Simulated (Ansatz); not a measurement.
# CH2ClN: the cost of one run

All numbers below are computed with Ansatz 0.2.0 (RKS BLYP-D4/cc-pVDZ).

### 1 The starting structure

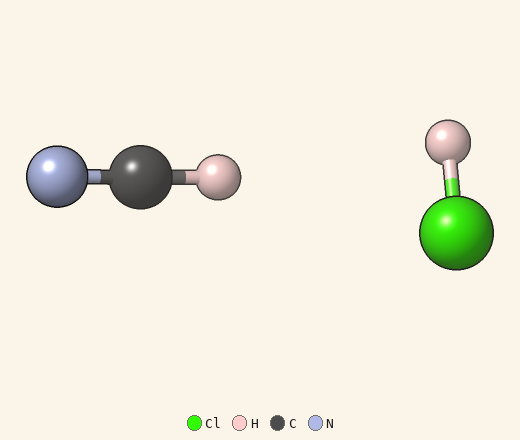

The starting structure, seen from a chosen angle (chlorine green, hydrogen pink, carbon dark grey, nitrogen light blue).

As a file:

```xyz
5

Cl   -0.0069   -0.5336   -2.5297
H     0.0522    0.7360   -2.3410
C    -0.0221   -0.0641    1.5983
N     0.2484   -0.2851    2.6809
H    -0.2716    0.1469    0.5916
```

### 2 Relaxing the start

Contents of input.yaml:

```yaml
crystal:
  periodic: [false, false, false]
  atoms:
    - { symbol: Cl, position_ang: [-0.0069, -0.5336, -2.5297] }
    - { symbol: H, position_ang: [0.0522, 0.736, -2.341] }
    - { symbol: C, position_ang: [-0.0221, -0.0641, 1.5983] }
    - { symbol: "N", position_ang: [0.2484, -0.2851, 2.6809] }
    - { symbol: H, position_ang: [-0.2716, 0.1469, 0.5916] }
basis:
  gaussian: { orbitals: cc-pVDZ }
hamiltonian:
  xc: blyp
  dispersion: d4
relax:
  f_tol: 0.02
  max_steps: 40
output:
  orbitals: {}
```

On the command line:

```bash
> ansatz run input.yaml --threads 1 --pin off --max-ram 2048MiB --backend cpu --events-out ev --progress --plain --runs-dir out
```

What time and memory should one allow on 1 thread of Arm Neoverse V1, shared host?

About 14 s, with a peak of 0.12 GiB.
